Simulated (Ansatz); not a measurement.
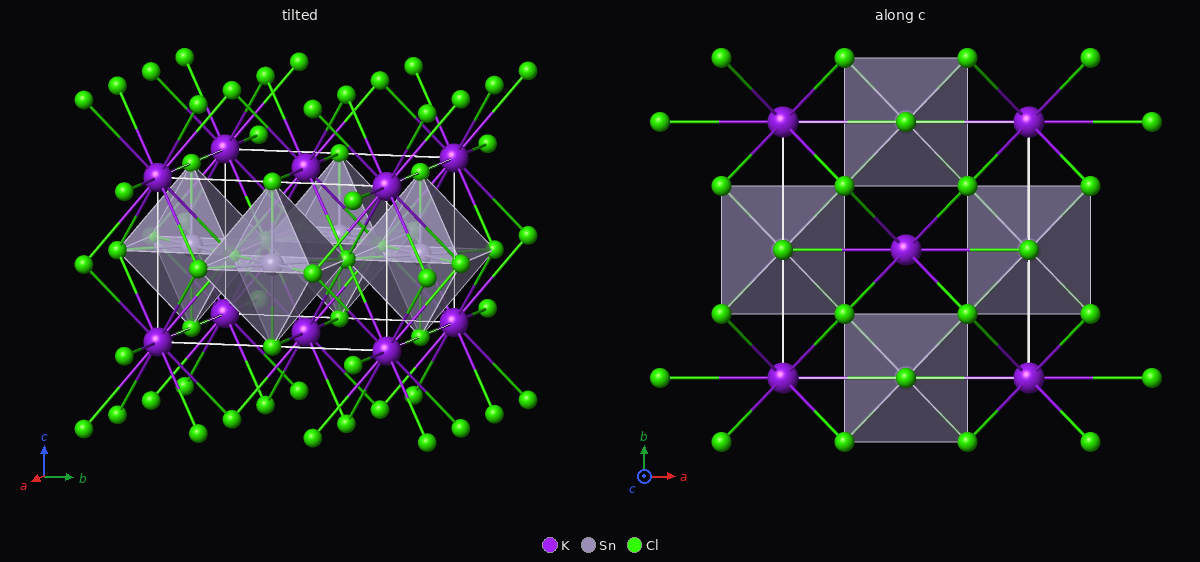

View slightly off an axis and along the c axis, drawn as a polyhedral model. The edges of the conventional unit cell are marked. Some neighbours outside the box are added.

KSnCl$_{3}$, space group Cmmm (No. 65), a = 7.678 Å, b = 7.991 Å, c = 5.540 Å, α = 90.00°, β = 90.00°, γ = 90.00°. Starting structure: a structure type filled with these elements by a generator (whether the compound takes this form wasn't checked). The cell was then strained or its atoms displaced on purpose. An electronic-structure calculation with Ansatz was run on it.

This one geometry was computed with Ansatz (DFT, plane waves, PAW) at three levels of theory: r2SCAN, PBE and HSE06. It was relaxed with r2SCAN and then strained.

Question: How does the band gap change with the level of theory?

Answer: PBE: a gap of 0.72 eV, direct; r2SCAN: a gap of 0.88 eV, direct; HSE06: a gap of 1.22 eV, direct.

Question: Collect the results in a table.

Answer:
| level | cutoff (eV) | k-mesh of the run's cell | gap (eV) | pressure (GPa) |
| --- | --- | --- | --- | --- |
| r2SCAN | 500 | 6×6×6 | 0.88 | -0.1 |
| PBE | 420 | 6×6×6 | 0.72 | 0.6 |
| HSE06 | 420 | 4×4×4 | 1.22 | 0.4 |

Gaps are taken on the k-mesh or band path of each run.
